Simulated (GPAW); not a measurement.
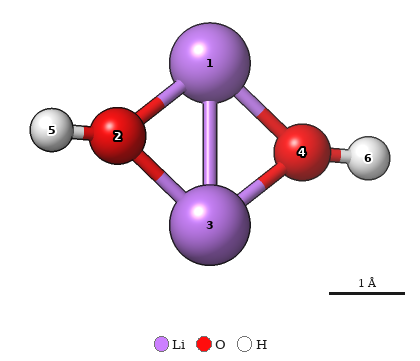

Figure 1. The structure as given in the input (ball-and-stick view, seen at a tilt; atoms are numbered from 1 in the order of the input). Sticks mark near contacts. Bond lengths as drawn: H–O 0.95 to 0.96 Å, Li–Li 2.24 Å and Li–O 1.75 Å.

Run report: Li2H2O2, atomisation calculation

- system: Li2H2O2 ((LiOH)2 ring)
- method: LDA (PW92)/plane waves, scalar-relativistic datasets (GPAW 26.7.0)

The geometry comes from this level: GFN2-xTB.

## Output
```
__  _  _
 | _ |_)|_||  |
 |__||  | ||/\| - 26.7.0

units:  Angstrom and eV
cores:  1
OpenMP: False

Versions:
  Python: 3.12.14
  ASE:    3.29.0
  Numpy:  2.5.5
  Scipy:  1.18.1
  Libxc:  7.0.0

        _gpaw.cpython-312-aarch64-linux-gnu.so

Input parameters:
  mode=PW(ecut=300),
  maxiter=100,
  symmetry=Symmetry(point_group=False, time_reversal=False),
  xc=XC(name='LDA')

Diagonalizing LCAO Hamiltonian
Converting LCAO to pw mode
          .------------------------------.
         /|                              |
        / |                              |
       /  |                              |
      /   |                              |
     /    |                              |
    /     |                              |
   /      |                              |
  /       |                              |
 *        |                              |
 |        |          H                   |
 |        |          O                   |
 |        |            Li                |
 |        |        Li                    |
 |        |          O                   |
 |        |          H                   |
 |        .------------------------------.
 |       /                              /
 |      /                              /
 |     /                              /
 |    /                              /
 |   /                              /
 |  /                              /
 | /                              /
 |/                              /
 *------------------------------*

Atoms  # Å, Bohr magnetons
|   | symbol |        x |        y |        z |    initial magnetic moments |
|---|--------|----------|----------|----------|-----------------------------|
| 0 |     Li | 7.112810 | 7.201220 | 7.397340 | ( 0.0000,  0.0000,  0.0000) |
| 1 |      O | 5.948560 | 8.502010 | 7.320490 | ( 0.0000,  0.0000,  0.0000) |
| 2 |     Li | 5.500000 | 7.593130 | 5.897750 | ( 0.0000,  0.0000,  0.0000) |
| 3 |      O | 6.662740 | 6.290600 | 5.975380 | ( 0.0000,  0.0000,  0.0000) |
| 4 |      H | 5.696430 | 9.290120 | 7.797280 | ( 0.0000,  0.0000,  0.0000) |
| 5 |      H | 6.911550 | 5.500000 | 5.500000 | ( 0.0000,  0.0000,  0.0000) |

Unit cell  # Å
| periodic |         x |         y |         z |   lengths |    angles |
|----------|-----------|-----------|-----------|-----------|-----------|
|       no | 12.612810 |  0.000000 |  0.000000 | 12.612810 | 90.000000 |
|       no |  0.000000 | 14.790120 |  0.000000 | 14.790120 | 90.000000 |
|       no |  0.000000 |  0.000000 | 13.297280 | 13.297280 | 90.000000 |

Number of symmetries: 1
Symmetry operations  # r_c * U_cc + t_c -> r_c
|   | kind |            matrix            |
|---|------|------------------------------|
| 0 |  E   |  1, 0, 0,  0, 1, 0,  0, 0, 1 |

BZ-sampling:
  Number of BZ points: 1
  Number of IBZ points: 1

  Monkhorst-Pack size: [1, 1, 1]
  Monkhorst-Pack shift: [0, 0, 0]

K-points  # in reciprocal-cell coordinates
|   |                                coordinates |     weight |
|---|--------------------------------------------|------------|
| 0 | (  0.00000000,   0.00000000,   0.00000000) | 1.00000000 |

Plane wave coefficients: 14640
Cutoff: 300.0 eV

Spin-components: 1 (collinear spins)
Bands:           14
Projectors:      22
Spin-degeneracy: 2
Datatype:        float64

  Storage: CPU
  Wave functions: 3_279_360 bytes (3_279_360 per core)
  Projectors: 6_090_240 bytes (6_090_240 per core)

Parallelization:
  kpt:    1
  domain: 1
  band:   1

Density:
  Valence electrons: 16.0
  Components: 1
  Grid points: [54 60 54]
  Charge: 0.0  # |e|

Potential:
  Grid points: [54 60 54]

species:
  Li:
    name:    Lithium
    Z:       3.0
    valence: 1
    core:    2
    charge:  0.0  # [|e|]
    file:    Li.LDA.gz
    compensation charges:
      type: gauss
      rc: 0.33  # [Å]
      lmax: 2
    cutoffs:
      filter: 1.91  # [Å]
      core: 2.55  # [Å]
    projectors
    | kind |    occ | energy [eV] | rcut [Å] |
    |------|--------|-------------|----------|
    |   2s |  1.000 |      -2.874 |    1.058 |
    |   2p |  0.000 |      -1.126 |    1.058 |
    |    s |        |      24.338 |    1.058 |

    Using partial waves for Li as LCAO basis

  O:
    name:    Oxygen
    Z:       8.0
    valence: 6
    core:    2
    charge:  0.0  # [|e|]
    file:    O.LDA.gz
    compensation charges:
      type: gauss
      rc: 0.21  # [Å]
      lmax: 2
    cutoffs:
      filter: 1.17  # [Å]
      core: 0.83  # [Å]
    projectors
    | kind |    occ | energy [eV] | rcut [Å] |
    |------|--------|-------------|----------|
    |   2s |  2.000 |     -23.752 |    0.688 |
    |   2p |  4.000 |      -9.195 |    0.598 |
    |    s |        |       3.459 |    0.688 |
    |    p |        |      18.016 |    0.598 |
    |    d |        |       0.000 |    0.619 |

    Using partial waves for O as LCAO basis

  H:
    name:    Hydrogen
    Z:       1.0
    valence: 1
    core:    0
    charge:  0.0  # [|e|]
    file:    H.LDA.gz
    compensation charges:
      type: gauss
      rc: 0.15  # [Å]
      lmax: 2
    cutoffs:
      filter: 0.85  # [Å]
      core: 0.53  # [Å]
    projectors
    | kind |    occ | energy [eV] | rcut [Å] |
    |------|--------|-------------|----------|
    |   1s |  1.000 |      -6.353 |    0.476 |
    |    s |        |      20.858 |    0.476 |
    |    p |        |       0.000 |    0.476 |

    Using partial waves for H as LCAO basis

Reference energy: -4479.291645  # eV

eigensolver:
  PPCG
  Converge bands: occupied
  niter=2

density mixing:
  MSR1-Mixer
  Pratt-step length: 0.05
  Maximum mixing coefficient: 0.75
  Old densities: 10
  SVD Regularization: 0.005
  Good broyden scale: 1.0
  Trust region scale: 1.0
  Backstep threshold: 4.0
  History deletion threshold: 6.0
  Fourier metric: weight=20.0, sigma=0.015

occupation numbers:
  # Zero width

poisson solver:
  ecut: 2400.0  # eV

xc functional:
  name: None

Initialization done in: 0.990 s

convergence criteria:
- Maximum [total energy] change in last 3 cyles: 0.0005 eV / valence electron
- Maximum integral of absolute [dens]ity change: 0.0001 electrons / valence electron
- Maximum integral of absolute [eigenst]ate change: 4e-08 eV^2 / valence electron
maximum number of iterations: 100

SCF iterations
|iter     |     time |      energy | eigst |  dens |
|---------|----------|-------------|-------|-------|
|iter:   1| 00:00:02 |  -18.380342 | +0.07 |       |
|iter:   2| 00:00:02 |  -17.695389 | -1.42 | -0.61 |
|iter:   3| 00:00:03 |  -14.526029 | -0.40 | -0.65 |
|iter:   4| 00:00:04 |  -14.413371 | -1.60 | -1.23 |
|iter:   5| 00:00:04 |  -14.418431 | -2.50 | -1.98 |
|iter:   6| 00:00:05 |  -14.419337c| -3.37 | -2.33 |
|iter:   7| 00:00:06 |  -14.419299c| -4.21 | -2.73 |
|iter:   8| 00:00:07 |  -14.419310c| -5.10 | -3.41 |
|iter:   9| 00:00:07 |  -14.419310c| -6.21 | -3.74 |
|iter:  10| 00:00:08 |  -14.419311c| -6.48 | -4.07c|
|iter:  11| 00:00:09 |  -14.419311c| -7.01 | -4.15c|
|iter:  12| 00:00:10 |  -14.419311c| -7.62c| -5.02c|

Converged in 12 steps
SCF loop duration: 8.573 s (0.714 s/step)
Energy contributions relative to reference atoms: (reference = -4479.291645)

Energy contributions:
  Kinetic:         -24.466149
  Coulomb:          34.883753
  Zero:             -0.048382
  External:          0.000000
  Xc:              -24.788533
  Entropy:           0.000000
  Spinorbit:         0.000000
  ----------------------------
  Free energy:     -14.419311
  Extrapolated:    -14.419311

dipole moment: (-0.000048, 0.000624, 0.000096)  # |e|*Ang

Fermi level: -3.090
Eigenvalues  # (at kpt = [0.000, 0.000, 0.000])
| band index |      eig [eV] | occ [0-2] |
|------------|---------------|-----------|
|          0 |       -23.140 |     2.000 |
|          1 |       -23.057 |     2.000 |
|          2 |       -10.368 |     2.000 |
|          3 |        -9.390 |     2.000 |
|          4 |        -6.152 |     2.000 |
|          5 |        -5.938 |     2.000 |
|          6 |        -5.848 |     2.000 |
|          7 |        -5.297 |     2.000 |
|          8 |        -0.882 |     0.000 |
|          9 |         0.002 |     0.000 |
|         10 |         0.042 |     0.000 |
|         11 |         0.156 |     0.000 |
|         12 |         0.499 |     0.000 |
|         13 |         0.519 |     0.000 |

Gap: 4.415 eV
Transition (v -> c):
  (s=0, k=0, n=7, [0.00, 0.00, 0.00]) -> (s=0, k=0, n=8, [0.00, 0.00, 0.00])
No difference between direct/indirect transitions
vacuum-level: 0.102  # V
LDA                                 22.763 eV
```

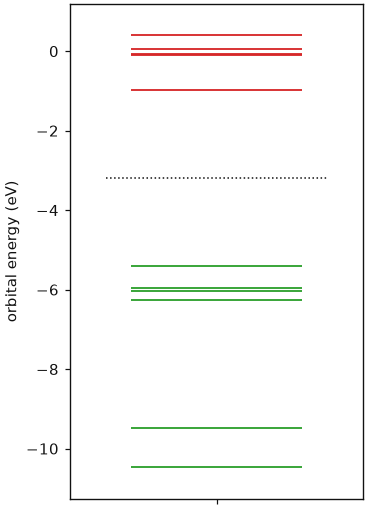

Figure 2. Orbital energies near the frontier; the dotted line parts filled from empty levels, and levels within 0.02 eV of each other stand side by side. Highest filled −5.40 eV, lowest empty −0.98 eV, 4.42 eV apart.

The run was set up as follows.

## The input (run.py)
```python
from ase import Atoms
from ase.io import read
from gpaw import GPAW, PW

# Geometry
mol = read('molecule.xyz')
mol.center(vacuum=5.5)

# Ground state
calc = GPAW(mode={'name': 'pw', 'ecut': 300},
            xc='LDA',
            maxiter=100,
            symmetry='off',
            txt='-')
mol.calc = calc

e = mol.get_potential_energy()
e_mol = {'LDA': e}

# Atoms
e_atom = {}
for symbol in sorted(set(mol.symbols)):
    atom = Atoms(symbol, cell=mol.cell, pbc=mol.pbc)
    atom.center()
    atom.calc = GPAW(mode=PW(300),
                     xc='LDA',
                     maxiter=150,
                     symmetry='off',
                     hund=True,
                     txt=f'{symbol}_atom.txt')
    e = atom.get_potential_energy()
    e_atom[symbol] = {'LDA': e}

atomisation = {xc: sum(e_atom[x][xc] for x in mol.symbols) - e_mol[xc] for xc in e_mol}
for xc, de in atomisation.items():
    print(f'{xc:32} {de:9.3f} eV')
```

## File molecule.xyz
```
6

Li     0.807460    -0.194960     0.749300
O     -0.356790     1.105830     0.672450
Li    -0.805350     0.196950    -0.750290
O      0.357390    -1.105580    -0.672660
H     -0.608920     1.893940     1.149240
H      0.606200    -1.896180    -1.148040
```

Launched with:
```bash
python3 -u run.py | tee run.out
```

## Summary

| quantity | value |
| --- | --- |
| outcome | converged |
| energy relative to the program's reference atoms | −14.4193 eV |
| atomisation energy | 22.763 eV |
| HOMO | −5.40 eV |
| LUMO | −0.98 eV |
| dipole moment | 0.00 D |
| hardware | 1 thread of Arm Neoverse V1, 24 GiB of memory available, shared host |
| wall time | 25 s |
| peak memory | 0.62 GiB |
